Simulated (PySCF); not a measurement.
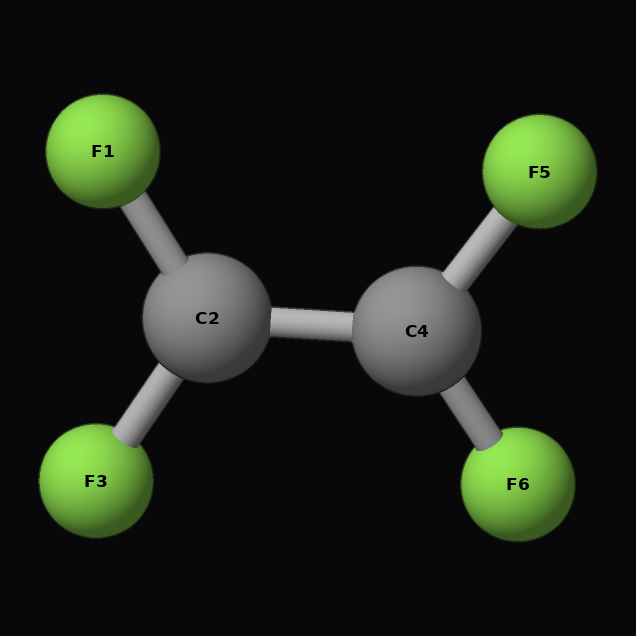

The questions are on isotropic NMR shieldings of the C atoms. Geometry: a frame of a GFN2-xTB molecular-dynamics simulation, not a minimum. Level of theory: GIAO PBE0/pcSseg-1 NMR shielding, non-relativistic, gas phase (PySCF 2.14.0).

List the isotropic NMR shieldings of the C atoms.

```tsv
atom	σ (ppm)
C2	30.7
C4	37.4
```
